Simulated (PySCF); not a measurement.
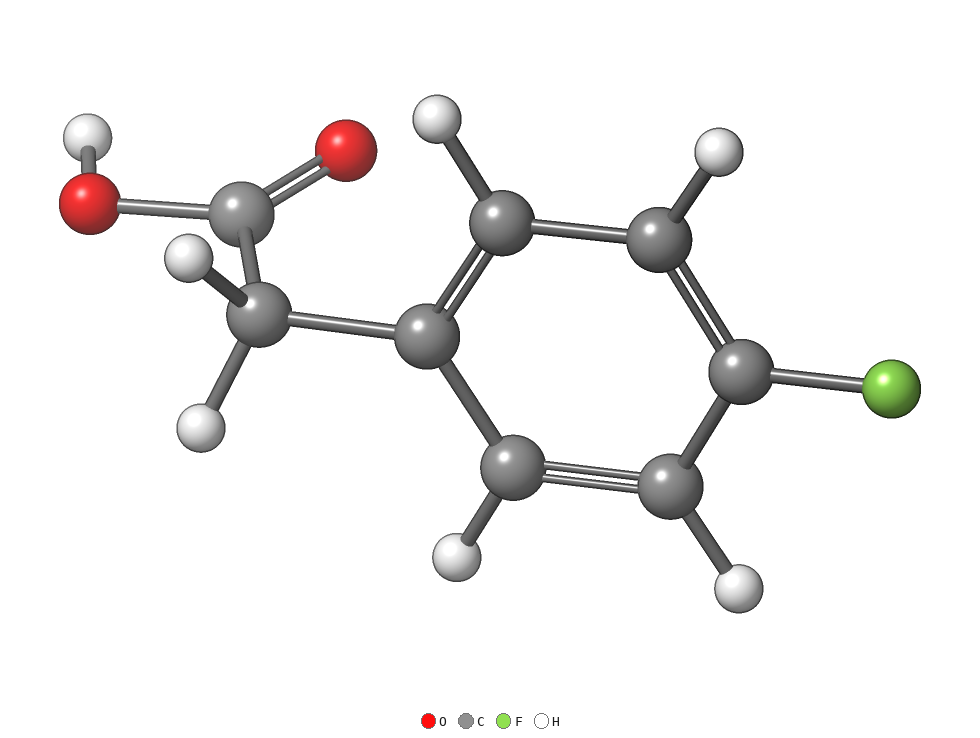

Ball-and-stick drawing of a structure. Double and triple bonds are drawn as two and three sticks.

> What is the molecular formula?

C₈H₇FO₂, 18 atoms: 8 carbon, 7 hydrogen, 1 fluorine and 2 oxygen.

> Give a SMILES string for it.

O=C(O)Cc1ccc(F)cc1

More results for the same structure follow; atom numbers are the same in all pictures, views and colours differ. Computed geometry: PBE0-D3(BJ)/def2-SVP optimisation. No frequency run is at hand to confirm it as a minimum.

## Shape

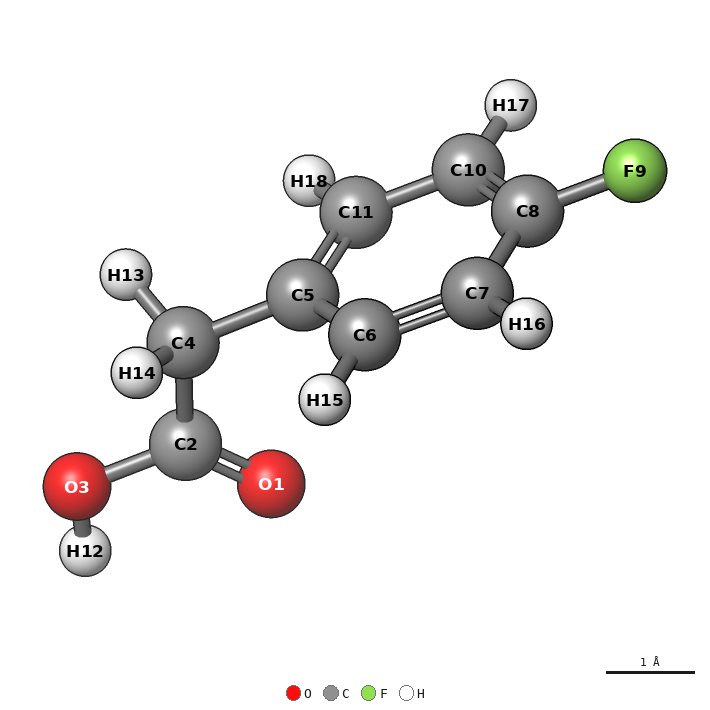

Atoms carry their numbers in the input. No frequency run is at hand to confirm it as a minimum.

> What is the geometry at C4?

C4 has 4 neighbours (C2 at 1.51, C5 at 1.50, H13 at 1.10, H14 at 1.10 Å); the arrangement is tetrahedral.

> Describe the coordination of atom 7.

C7 has 3 neighbours (C6 at 1.39, C8 at 1.39, H16 at 1.09 Å); the arrangement is trigonal planar.

> Describe the coordination of atom 8.

C8 has 3 neighbours (C7 at 1.39, F9 at 1.33, C10 at 1.39 Å); the arrangement is trigonal planar.

> What is the geometry at C11?

C11 has 3 neighbours (C5 at 1.40, C10 at 1.39, H18 at 1.09 Å); the arrangement is trigonal planar.

> What is the dihedral angle C2–C4–C5–C11?

84° in size, that is about perpendicular.

## Charges

The questions are on Hirshfeld charges. No frequency run is at hand to confirm it as a minimum. Method: PBE0/pcSseg-1 in chloroform (IEF-PCM) (PySCF 2.14.0).

> Which atom carries the highest charge (most positive or least negative)?

C2 (0.22 e).

> And the lowest?

O1 (−0.30 e).

Give the Hirshfeld charges atom by atom.

```
atom  value (e)
  O1      −0.30
  C2       0.22
  O3      −0.17
  C4      −0.07
  C5      −0.01
  C6      −0.05
  C7      −0.07
  C8       0.08
  F9      −0.09
 C10      −0.07
 C11      −0.05
 H12       0.20
 H13       0.06
 H14       0.06
 H15       0.06
 H16       0.06
 H17       0.06
 H18       0.06
```

## Quadrupole coupling

No frequency run is at hand to confirm it as a minimum. Electric field gradients from the ground-state density, PBE0/pcSseg-1 in chloroform (IEF-PCM) (PySCF 2.14.0), non-relativistic apart from any core potentials.

Give the largest field-gradient component, the quadrupole coupling constant and the asymmetry for 17O at O1 (Q = −25.6 mb), 17O at O3 (Q = −25.6 mb), 2H at H12 (Q = 2.86 mb), 2H at H13 (Q = 2.86 mb), 2H at H14 (Q = 2.86 mb), 2H at H15 (Q = 2.86 mb).

```json
{"atom": "O1", "V_zz (a.u.)": "−1.583", "e²qQ/h (MHz)": "9.52", "η": "0.15"}
{"atom": "O3", "V_zz (a.u.)": "1.529", "e²qQ/h (MHz)": "−9.20", "η": "0.55"}
{"atom": "H12", "V_zz (a.u.)": "0.429", "e²qQ/h (MHz)": "0.288", "η": "0.10"}
{"atom": "H13", "V_zz (a.u.)": "0.281", "e²qQ/h (MHz)": "0.189", "η": "0.03"}
{"atom": "H14", "V_zz (a.u.)": "0.282", "e²qQ/h (MHz)": "0.190", "η": "0.03"}
{"atom": "H15", "V_zz (a.u.)": "0.298", "e²qQ/h (MHz)": "0.200", "η": "0.08"}
```

## NMR shielding

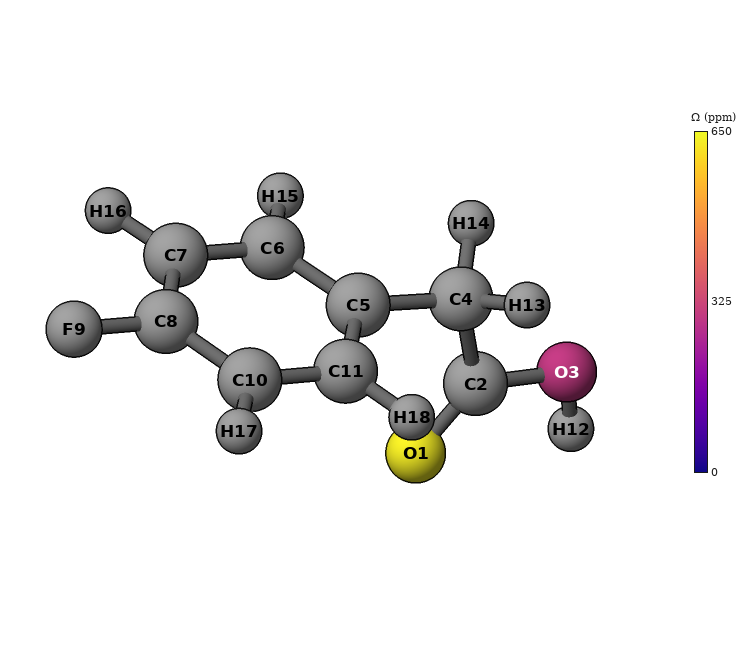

The O atoms are coloured by the span of their shielding tensor. No frequency run is at hand to confirm it as a minimum. Method: GIAO PBE0/pcSseg-1 NMR shielding, non-relativistic, IEF-PCM chloroform (PySCF 2.14.0). Principal shieldings σ11 ≤ σ22 ≤ σ33, span Ω = σ33 − σ11, skew κ = 3(σiso − σ22)/Ω.

> Which O atom has the most anisotropic shielding?

O1, with a span of 631 ppm.

Give the shielding tensors of the O atoms.

```json
{"atom": "O1", "σ11": "−348.7", "σ22": "−203.5", "σ33": "282.5", "σiso": "−89.9", "Ω": "631.2", "κ": "0.54"}
{"atom": "O3", "σ11": "−39.9", "σ22": "152.1", "σ33": "257.8", "σiso": "123.3", "Ω": "297.8", "κ": "−0.29"}
```

Shieldings and span in ppm.

## Dipole moment

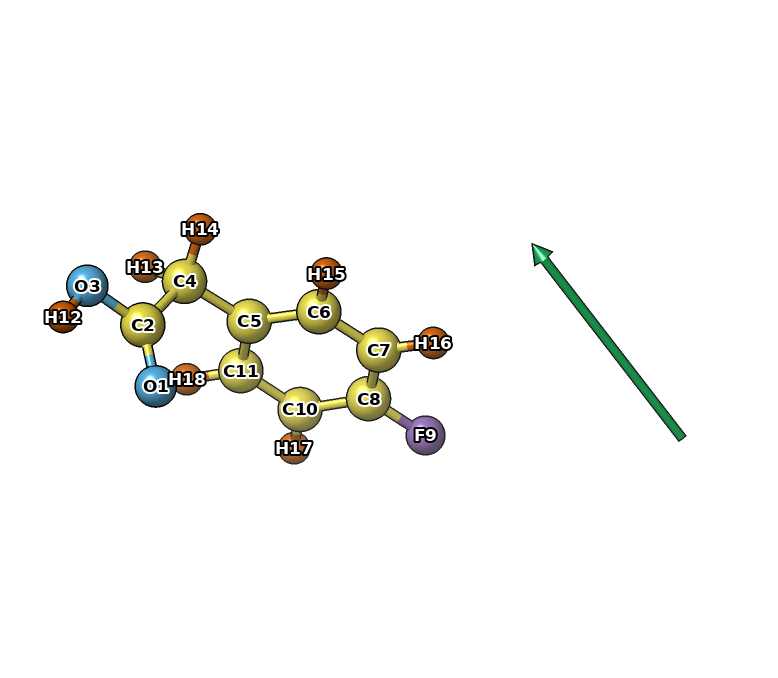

The arrow beside the molecule shows the direction of the dipole moment, from the negative to the positive end (its length means nothing). No frequency run is at hand to confirm it as a minimum. Level of theory: PBE0/pcSseg-1 in methanol (IEF-PCM) (PySCF 2.14.0).

> How large is the dipole moment?

3.57 D; it points from the side of F9 to the side of O3, H12 (the outermost atoms at the two ends).
